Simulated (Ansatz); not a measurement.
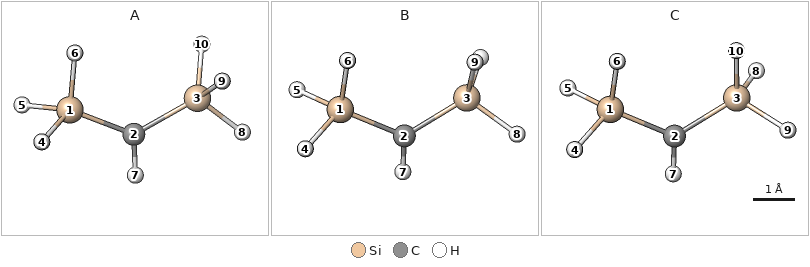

3 geometries from a converged minimum-energy path of CH$_{7}$Si$_{2}$ (charge −1), shuffled. A ball-and-stick model, seen from a free direction.

The calculation used RKS B3LYP-D4/cc-pVDZ (Ansatz 0.2.0). Settings: 5 movable images; climbing image; force threshold 0.05 eV/Å; iteration limit 60; starting path through a guess of the saddle point.

**Which frame is the transition state?**

A. In order along the path, whose images run from 0 to 6: B (image 1, +0.27 kcal/mol), A (image 3, +1.25 kcal/mol), C (image 6, 0.00 kcal/mol). The motion is a rotation about the C2–Si3 bond by about 120°. No bond forms or breaks between the ends. Among the angles between lasting bonds that change up to the highest image: C2–Si3–H9 112.2° → 119.1°, C2–Si3–H8 115.1° → 111.1°.
